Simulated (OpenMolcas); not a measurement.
## Predicting a hybrid from its neighbours: OH

OH has 2 atoms, charge 0, and is taken as a doublet. As SMILES, `[OH]`. The shape is that of a PBE0-D4/def2-TZVP optimisation.

The vertical electron affinity (to the singlet anion) y, in eV, basis aug-cc-pVTZ; a is the functional's share of exact exchange. Programs: OpenMolcas 26.06.

| functional | program | a | y (eV) |
| --- | --- | --- | --- |
| UPBE | OpenMolcas | 0 | 1.96 |
| U-revPBE | OpenMolcas | 0 | 1.85 |
| UB3LYP | OpenMolcas | 0.2 | 1.84 |
| UPBE0 | OpenMolcas | 0.25 | ? |
| UBHLYP | OpenMolcas | 0.5 | 1.29 |

Fit y = c + s·a to the known rows and predict UPBE0.


1. Means of the 4 rows: a = 0.1750, y = 1.735.
2. Σ(Δa)² = 0.1675, Σ(Δa·Δy) = -0.2015, so the slope is -0.2015/0.1675 = -1.203.
3. Intercept: 1.735 − (-1.203) × 0.1750 = 1.946. The largest residual of the fit is 0.13.
4. UPBE0: 1.946 + (-1.203) × 0.25 = 1.65 eV.

The run gave 1.60 eV, so the prediction is off by +0.05 eV, within the scatter of the fit.

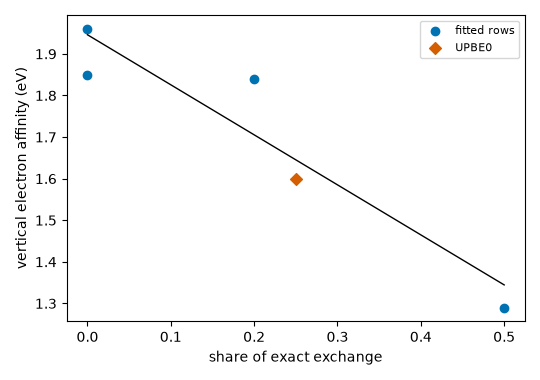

The fitted line, with the withheld row.
